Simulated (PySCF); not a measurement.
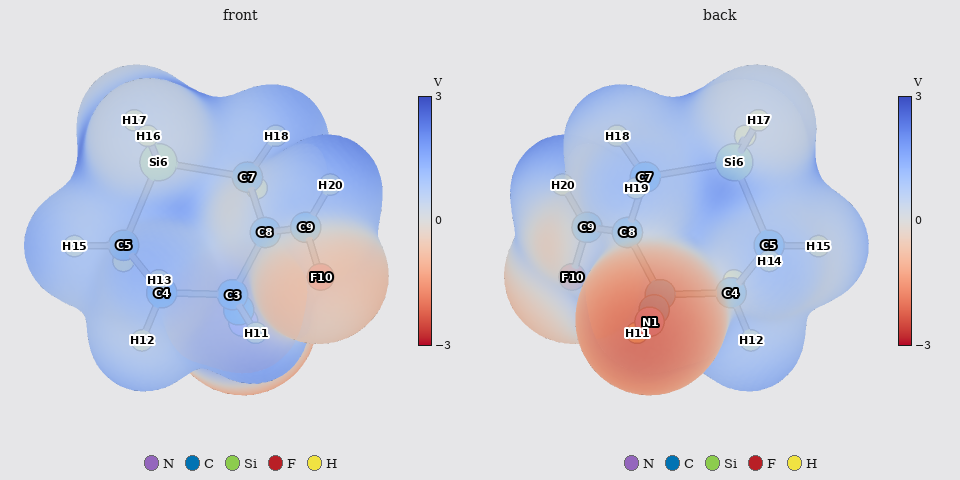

*C7H10FNSi. The electrostatic potential painted on the density surface at 0.004 e/bohr³, seen from the front and from behind; red is negative and blue positive.*

Geometry: GFN2-xTB.

Theory: PBE0/pcSseg-1, SCF density, gas phase, non-relativistic in PySCF 2.14.0.

Input file:

```
{"job": {"kind": "nmr", "xc": "PBE0", "basis": "pcSseg-1"}, "charge": 0, "multiplicity": 1}
N     -1.271568    -0.750513    -2.735525
C     -0.931575    -0.926494    -1.658169
C     -0.505719    -1.139828    -0.295153
C     -1.406357    -0.338777     0.668946
C     -1.414138     1.157417     0.362195
Si     0.344809     1.881064     0.393837
C      1.345829     0.592639    -0.605936
C      0.950441    -0.763302    -0.139756
C      1.810535    -1.582438     0.446195
F      1.450285    -2.798399     0.915460
H     -0.625353    -2.208548    -0.077216
H     -2.422330    -0.738242     0.601822
H     -1.045455    -0.510208     1.685682
H     -1.863230     1.313386    -0.621036
H     -2.060862     1.660840     1.081337
H      0.857219     1.915137     1.768686
H      0.406532     3.195982    -0.242444
H      2.419907     0.734089    -0.500504
H      1.098629     0.696634    -1.663683
H      2.857252    -1.379761     0.612225
```

Launched as:

```sh
OMP_NUM_THREADS=1 python probes_run.py task.json out
```

Q: Describe the electrostatic potential map.

A: The most negative region (about −2.0 V, or −46 kcal/mol for a unit charge) lies over N1, the most positive (about +1.9 V, or +44 kcal/mol for a unit charge) over Si6 and H20. N1 is the likeliest acceptor of a hydrogen bond.
